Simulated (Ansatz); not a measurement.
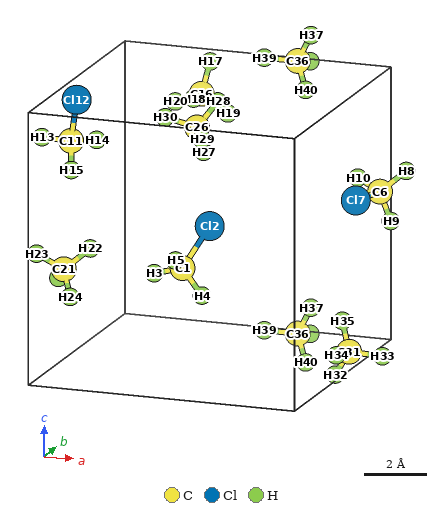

Starting structure of an amorphous cell of composition H$_{29}$C$_{8}$Cl$_{3}$. The picture is a ball-and-stick view of the cell of the calculation (origin shifted), seen slightly off an axis.

The cell holds 3 CH3Cl + 5 CH4. The run prepares the start of a later molecular dynamics calculation, from a guessed geometry.

Method: DFT r2SCAN-D3(BJ), scalar-relativistic, plane waves, PAW (Ansatz).

Input
```yaml
crystal:
  lattice:
    - [9.158906, 0.0, 0.0]
    - [0.0, 9.158906, 0.0]
    - [0.0, 0.0, 9.158906]
  atoms:
    - { symbol: C, position: [0.9211581, 0.9416293, 0.9154217] }
    - { symbol: Cl, position: [0.9714381, 1.0845452, 1.0366844] }
    - { symbol: H, position: [0.8083874, 0.9576474, 0.8816432] }
    - { symbol: H, position: [0.9927812, 0.9445044, 0.8206765] }
    - { symbol: H, position: [0.9323563, 0.837608, 0.9717153] }
    - { symbol: C, position: [0.4514332, 0.5261393, 0.0928573] }
    - { symbol: Cl, position: [0.4299548, 0.3339423, 0.108878] }
    - { symbol: H, position: [0.5366911, 0.5617398, 0.1675467] }
    - { symbol: H, position: [0.4818096, 0.5523254, -0.0189744] }
    - { symbol: H, position: [0.3485926, 0.578835, 0.1204571] }
    - { symbol: C, position: [0.5069771, 0.9284101, 0.3461327] }
    - { symbol: Cl, position: [0.5540136, 0.8569292, 0.5203043] }
    - { symbol: H, position: [0.38995, 0.9486681, 0.3431223] }
    - { symbol: H, position: [0.566268, 1.0299015, 0.3288447] }
    - { symbol: H, position: [0.5366961, 0.8492383, 0.2626857] }
    - { symbol: C, position: [0.7738615, 0.5458326, 0.3821126] }
    - { symbol: H, position: [0.7858283, 0.6000252, 0.4873484] }
    - { symbol: H, position: [0.7857819, 0.4283275, 0.3964334] }
    - { symbol: H, position: [0.8575793, 0.5853727, 0.3073963] }
    - { symbol: H, position: [0.6662564, 0.5696048, 0.3372724] }
    - { symbol: C, position: [0.5067851, 0.8541256, 0.8946978] }
    - { symbol: H, position: [0.589884, 0.8991967, 0.966932] }
    - { symbol: H, position: [0.4254071, 0.796078, 0.9592169] }
    - { symbol: H, position: [0.5576137, 0.7787979, 0.8179072] }
    - { symbol: H, position: [0.4542355, 0.9424298, 0.8347351] }
    - { symbol: C, position: [0.9182534, 0.1001873, 0.3896726] }
    - { symbol: H, position: [0.9219509, 0.1573766, 0.2854117] }
    - { symbol: H, position: [0.9722422, 0.1658875, 0.4728791] }
    - { symbol: H, position: [0.9739103, -0.0044708, 0.379493] }
    - { symbol: H, position: [0.8049102, 0.0819558, 0.4209064] }
    - { symbol: C, position: [0.4484266, 0.2136793, 0.5873518] }
    - { symbol: H, position: [0.3861541, 0.24242, 0.4901369] }
    - { symbol: H, position: [0.5618655, 0.2465153, 0.5729282] }
    - { symbol: H, position: [0.443062, 0.0960787, 0.6045543] }
    - { symbol: H, position: [0.4026247, 0.2697033, 0.6817876] }
    - { symbol: C, position: [0.1332017, 0.5504288, 0.5353702] }
    - { symbol: H, position: [0.188483, 0.5347011, 0.6395395] }
    - { symbol: H, position: [0.1383961, 0.6652517, 0.5046562] }
    - { symbol: H, position: [0.019414, 0.5171793, 0.5454422] }
    - { symbol: H, position: [0.1865138, 0.4845832, 0.451843] }
basis:
  ecutwfc: 500.0
kpoints:
  mp_grid: { grid: [1, 1, 1] }
hamiltonian:
  xc: r2scan
  dispersion: d3bj
scf:
  occupations: { method: fermi_dirac, width: 0.02 }
  lower_state_search: "off"
relax:
  f_tol: 0.3
  max_steps: 15
  adjacent_minimum: "off"
```

Launched with:
```bash
ansatz run input.yaml --threads 1 --pin off --max-ram 3072MiB --backend cpu --events-out ev --progress --plain --runs-dir out
```

Question: Predict the outcome.

Answer: The largest move is that of Cl2, 0.20 Å roughly along [1 0 −2]. Largest moves by element: Cl 0.20 Å, H 0.14 Å, C 0.10 Å. The lattice vectors keep their values. Some distances before and after: C11–Cl12 1.777 → 1.784 Å. The energy falls by 0.141 eV per cell of the calculation in 1 geometry step. The largest force component goes from 0.32 to 0.17 eV/Å.

The structure at the end:

```xyz
40
Lattice="9.1589 0.0000 0.0000 0.0000 9.1589 0.0000 0.0000 0.0000 9.1589" Properties=species:S:1:pos:R:3 pbc="T T T"
C     8.4526    8.5994    8.2878
Cl    8.9776    0.7953    0.1554
H     7.4200    8.7686    7.9988
H     9.0955    8.5730    7.4122
H     8.5401    7.6766    8.8593
C     4.1197    4.7936    0.8372
Cl    3.9316    3.0350    1.0371
H     4.9060    5.1354    1.5033
H     4.3889    5.0005    8.9648
H     3.1788    5.2760    1.0884
C     4.6490    8.4771    3.1309
Cl    5.1021    7.7074    4.6751
H     3.5788    8.6677    3.1384
H     5.1935    0.2542    3.0261
H     4.9106    7.7923    2.3269
C     7.0874    4.9915    3.5066
H     7.2051    5.4868    4.4667
H     7.2019    3.9160    3.6258
H     7.8401    5.3617    2.8128
H     6.0937    5.2094    3.1243
C     4.6296    7.8442    8.2221
H     5.3732    8.2472    8.9072
H     3.8537    7.3338    8.7896
H     5.1050    7.1405    7.5401
H     4.1839    8.6551    7.6497
C     8.4023    0.9400    3.6677
H     8.4146    1.5051    2.7402
H     8.9065    1.5069    4.4481
H     8.9140    9.1495    3.5073
H     7.3713    0.7495    3.9587
C     4.0871    2.0094    5.3898
H     3.5264    2.2676    4.4935
H     5.1323    2.2835    5.2549
H     4.0215    0.9391    5.5649
H     3.6769    2.5409    6.2457
C     1.2434    5.0377    4.9106
H     1.7657    4.9005    5.8550
H     1.2721    6.0885    4.6279
H     0.2093    4.7204    5.0175
H     1.7258    4.4394    4.1403
```

The end point in the same view:

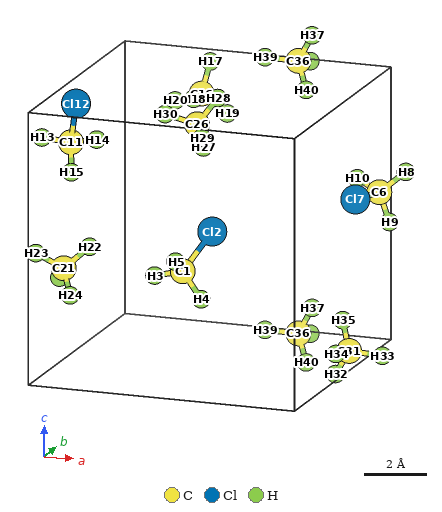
